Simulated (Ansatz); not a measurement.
# GeCNClF (SMILES N#[C][Ge]([F])[Cl]) at UHF/STO-3G

Aim: the vertical doublet–quartet gap of GeCNClF at UHF/STO-3G, from 2 runs. 

The calculation is run with Ansatz 0.2.0.

130 further runs of the same task are left out: 130 set aside as unsound or not needed.

### Step 1. The molecule

The species is GeCNClF (5 atoms), meant as a doublet with charge 0. As SMILES, `N#[C][Ge]([F])[Cl]`. The shape is that of a PBE0-D4/def2-TZVP optimisation.

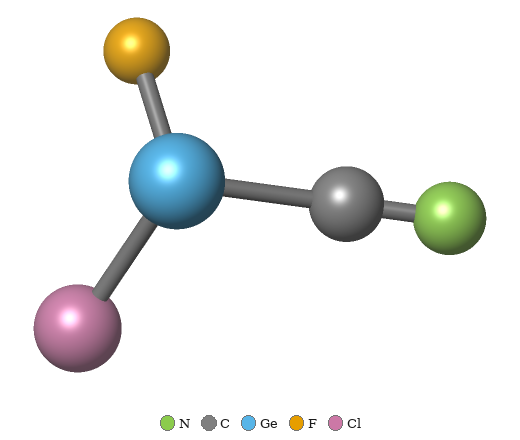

Viewed from a chosen angle; nitrogen green, carbon grey, germanium blue, fluorine amber, chlorine pink.

### Step 2. A single-point energy at UHF/STO-3G

run.yaml

```yaml
crystal:
  periodic: [false, false, false]
  atoms:
    - {symbol: N, position_ang: [1.169800, -1.332900, 1.557000]}
    - {symbol: C, position_ang: [0.647700, -0.755000, 0.707300]}
    - {symbol: Ge, position_ang: [-0.063200, 0.127200, -0.853400]}
    - {symbol: F, position_ang: [-1.722100, -0.343000, -0.913400]}
    - {symbol: Cl, position_ang: [0.017500, 2.230100, -0.539000]}
basis:
  gaussian:
    orbitals: STO-3G
hamiltonian:
  xc: hf
accuracy: high
output:
  orbitals: {seedname: orbitals}
magnetization:
  spin_polarized: true
  initial_magnetization: 1
```

Command:

```
ansatz run run.yaml --threads 1 --pin off --max-ram 3480MiB --events-out events.jsonl --progress --plain --runs-dir runs
```

Log:

```text
Warning: RAYON_NUM_THREADS=1 ignored (pool sized by the plan → 1); use --threads N
Functional definition: HF
  name "HF"
  exchange = exact_x
  correlation = 0
742 factors; integrals over basis functions are off by at most 2.7e-8 eV
mean field evaluation 1: about -73344.3514 eV, gradient 2.6e1 eV
mean field evaluation 2: about -73344.4229 eV, gradient 2.7e1 eV
mean field evaluation 4: about -73349.5118 eV, gradient 2.5e0 eV
mean field evaluation 8: about -73349.6344 eV, gradient 1.4e-1 eV
mean field evaluation 16: about -73349.6447 eV, gradient 3.7e-2 eV
mean field evaluation 32: about -73345.7004 eV, gradient 1.2e1 eV
mean field evaluation 64: about -73349.6337 eV, gradient 1.1e-1 eV
mean field -73349.64474324 eV, -2695.5497261392 hartree, gradient 8.6e-8 eV, S^2 0.833116; 1 other end points of the search recorded, 0 dependent functions left out
reference -73349.64474324 eV, -2695.5497261392 hartree; 36, 35 occupied and 6, 7 virtual orbitals, 742 factors
Total energy: -73349.64474324 eV, -2695.5497261392 hartree
```

Wall time 1 s (1 thread of Intel Xeon 6975P-C (Granite Rapids), shared host); peak memory 0.16 GiB.

### Step 3. The quartet at the same level

job.yaml

```yaml
basis:
  gaussian:
    orbitals: STO-3G
crystal:
  periodic: [false, false, false]
  atoms:
    - symbol: N
      position_ang: [1.169800, -1.332900, 1.557000]
    - symbol: C
      position_ang: [0.647700, -0.755000, 0.707300]
    - symbol: Ge
      position_ang: [-0.063200, 0.127200, -0.853400]
    - symbol: F
      position_ang: [-1.722100, -0.343000, -0.913400]
    - symbol: Cl
      position_ang: [0.017500, 2.230100, -0.539000]
accuracy: high
hamiltonian:
  xc: hf
magnetization:
  spin_polarized: true
  initial_magnetization: 3
output: {orbitals: {seedname: orbitals}}
```

Command:

```
ansatz run job.yaml --threads 1 --pin off --max-ram 3480MiB --events-out events.jsonl --progress --plain --runs-dir runs
```

Log (excerpt; [...] marks lines left out):

```text
Warning: RAYON_NUM_THREADS=1 ignored (pool sized by the plan → 1); use --threads N
[... 2 set-up lines as earlier in the session ...]
[...]
742 factors; integrals over basis functions are off by at most 2.7e-8 eV
[...]
mean field -73343.58784969 eV, -2695.3271394066 hartree, gradient 8.1e-8 eV, S^2 3.771627; 6 other end points of the search recorded, 0 dependent functions left out
reference -73343.58784969 eV, -2695.3271394066 hartree; 37, 34 occupied and 5, 8 virtual orbitals, 742 factors
Total energy: -73343.58784969 eV, -2695.3271394066 hartree
```

Run time: 2.8 s. Hardware: 1 thread of Intel Xeon 6975P-C (Granite Rapids), shared host; peak memory 0.16 GiB.

### Step 4. Summary of results

Level: UHF/STO-3G.

```
                                        quantity           value
                           doublet: total energy  -2695.54973 Eh
     doublet: HOMO energy (highest over α and β)        -8.58 eV
      doublet: LUMO energy (lowest over α and β)         2.22 eV
                                   doublet: ⟨S²⟩           0.833
                           quartet: total energy  -2695.32714 Eh
     quartet: HOMO energy (highest over α and β)        -5.48 eV
      quartet: LUMO energy (lowest over α and β)         2.49 eV
                                   quartet: ⟨S²⟩           3.772
vertical energy of the quartet above the doublet        6.057 eV
```

In words: At this shape the quartet lies 6.06 eV (584 kJ/mol) above the doublet. In a minimal basis such a difference can be off by several eV, whatever the method.
